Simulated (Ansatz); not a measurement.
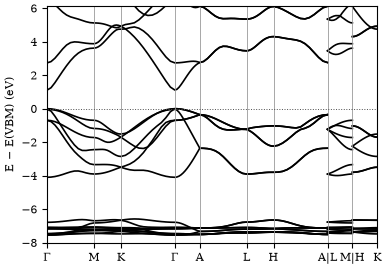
Figure. Band structure from DFT-PBE in the program Ansatz with PAW potentials

Task: Read off the gap and where the band edges lie.

Result: About 1.1 eV (1.11 eV by a search for the band edges); maximum at Γ, minimum at Γ.

The material is CdS (wurtzite, P6_3mc).

The cell was relaxed with PBE under the symmetry of its start. Spin–orbit coupling is left out wherever it is not named.

Potentials: the later of the program's two PAW sets.
